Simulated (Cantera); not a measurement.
Input: 1 mol Pb, 0.15 mol H2, 1.2 mol N2, equilibrated at 100 Torr.

Method: chemical equilibrium by Gibbs-energy minimisation in Cantera with the NASA 1993 tables (ideal gas, pure condensed phases). Candidate condensed phases: Pb; 11 gas species. The numbers say what is thermodynamically allowed, not how fast it happens.

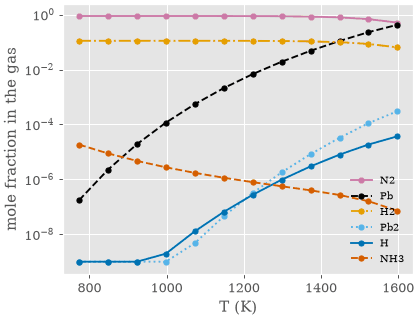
Fig. 1. Equilibrium gas composition (values under 1e-9 drawn at 1e-9)

Task: Read off the mole fractions at 848 K.

Result: N2 about 0.89, H2 about 0.11, NH3 about 8.8e-6, Pb about 2.2e-6.
